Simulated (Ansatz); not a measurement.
# UCCSD/def2-TZVPPD run of SiH (SMILES [SiH])

What is the electronic atomisation energy of SiH at UCCSD/def2-TZVPPD? 

Program for the calculation: Ansatz 0.2.0.

29 further runs of the same task are left out: 1 that didn't finish, 28 set aside as unsound or not needed.

## (1) The system as given

SiH: 2 atoms, total charge 0, spin state doublet. SMILES: `[SiH]`. The shape is that of a PBE0-D4/def2-TZVP optimisation.

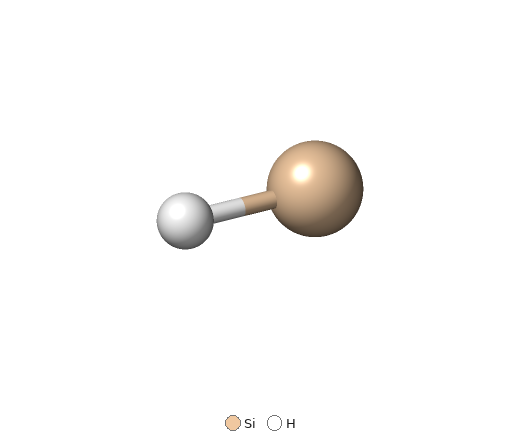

The structure, seen from a chosen angle (silicon light orange, hydrogen white).

## (2) A single-point energy at UCCSD/def2-TZVPPD

Contents of job.yaml:

```yaml
crystal:
  periodic: [false, false, false]
  atoms:
    - {symbol: Si, position_ang: [0.000000, 0.000000, -0.007580]}
    - {symbol: H, position_ang: [-0.000000, -0.000000, 1.524140]}
basis:
  gaussian:
    orbitals: def2-TZVPPD.json
magnetization:
  spin_polarized: true
  initial_magnetization: 1
correlation:
  method: ccsd
  frozen_orbitals: {H: 0, Si: 5}
accuracy: high
scf:
  omitted_lower_state_checks: [cluster_reference, increment]
```

The basis set def2-TZVPPD is read from a file made from the Basis Set Exchange's data (not shown).

Started as:

```
ansatz run job.yaml --threads 1 --pin off --max-ram 3480MiB --events-out events.jsonl --progress --plain --runs-dir runs
```

Standard output (excerpt; [...] marks lines left out):

```text
Warning: RAYON_NUM_THREADS=1 ignored (pool sized by the plan → 1); use --threads N
Functional definition: HF
  name "HF"
[...]
821 factors; integrals over basis functions are off by at most 3.9e-9 eV
[...]
mean field -7875.90936134 eV, -289.4343305462 hartree, gradient 2.6e-8 eV, S^2 0.795758; 6 other end points of the search recorded, 0 dependent functions left out
5 core orbitals not correlated: weight in the atoms' cores, before any rotation towards them, 1.000 or more for the frozen orbitals, at most 0.000 for the correlated occupied ones
reference -7875.90936134 eV, -289.4343305462 hartree; 3, 2 occupied and 57, 58 virtual orbitals, 821 factors
second order -2.18788381 eV of doubles, -0.00000000 eV of singles
cycle   1  -2.61375499 eV  change   -4.3e-1 eV  update   6.4e-2
[...]
cycle  30  -2.86146993 eV  change   1.1e-10 eV  update  3.4e-10
Total energy: -7878.77083127 eV, -289.5394876266 hartree
Checks for a lower state left out: cluster_reference, increment
```

It took 2.4 s on 1 thread of Arm Neoverse V2, shared host; peak memory 0.29 GiB.

## (3) The H atom: the energy at UHF/def2-TZVPPD

Contents of job.yaml:

```yaml
crystal:
  periodic: [false, false, false]
  atoms:
    - {symbol: H, position_ang: [0.000000, 0.000000, 0.000000]}
basis:
  gaussian: {orbitals: def2-TZVPPD.json}
hamiltonian: {xc: hf}
accuracy: high
magnetization: {spin_polarized: true, initial_magnetization: 1}
```

The basis set def2-TZVPPD is read from a file made from the Basis Set Exchange's data (not shown).

Started as:

```
ansatz run job.yaml --threads 1 --pin off --max-ram 3480MiB --events-out events.jsonl --progress --plain --runs-dir runs
```

Standard output:

```text
Warning: RAYON_NUM_THREADS=1 ignored (pool sized by the plan → 1); use --threads N
[... 2 set-up lines as earlier in the session ...]
  exchange = exact_x
  correlation = 0
117 factors; integrals over basis functions are off by at most 2.6e-9 eV
mean field evaluation 1: about -13.5533 eV, gradient 1.7e0 eV
mean field evaluation 2: about -13.5533 eV, gradient 1.7e0 eV
mean field evaluation 4: about -13.6005 eV, gradient 3.2e-3 eV
mean field evaluation 8: about -13.6005 eV, gradient 3.3e-13 eV
mean field -13.60051839 eV, -0.4998098322 hartree, gradient 4.4e-10 eV, S^2 0.750000; 0 other end points of the search recorded, 0 dependent functions left out
reference -13.60051839 eV, -0.4998098322 hartree; 1, 0 occupied and 16, 17 virtual orbitals, 117 factors
Total energy: -13.60051839 eV, -0.4998098322 hartree
```

Wall time 0.04 s (1 thread of Arm Neoverse V2, shared host).

## (4) The Si atom

Contents of input.yaml:

```yaml
crystal:
  periodic: [false, false, false]
  atoms:
    - {symbol: Si, position_ang: [0.000000, 0.000000, 0.000000]}
basis:
  gaussian:
    orbitals: def2-TZVPPD.json
magnetization:
  spin_polarized: true
  initial_magnetization: 2
correlation:
  method: ccsd
  frozen_orbitals: {Si: 5}
accuracy: high
scf:
  omitted_lower_state_checks: [cluster_reference, increment]
```

The basis set def2-TZVPPD is read from a file made from the Basis Set Exchange's data (not shown).

Run the same way, it converges to -288.92550 Eh (log not shown).

## (5) Summary of results

At UCCSD/def2-TZVPPD, 5 core orbitals frozen:

```
                                             quantity          value
                               molecule: total energy  -289.53949 Eh
molecule: correlation energy (5 core orbitals frozen)     -105.2 mEh
          molecule: ⟨S²⟩ of the reference determinant          0.796
                              molecule: T1 diagnostic          0.034
                                 H atom: total energy    -0.49981 Eh
                                         H atom: ⟨S²⟩          0.750
                                Si atom: total energy  -288.92550 Eh
 Si atom: correlation energy (5 core orbitals frozen)      -74.6 mEh
           Si atom: ⟨S²⟩ of the reference determinant          2.016
                               Si atom: T1 diagnostic          0.012
                        electronic atomisation energy       3.107 eV
```

What this shows: Taking the molecule apart into free atoms costs 3.11 eV (72 kcal/mol), before zero-point energy and without spin-orbit coupling.
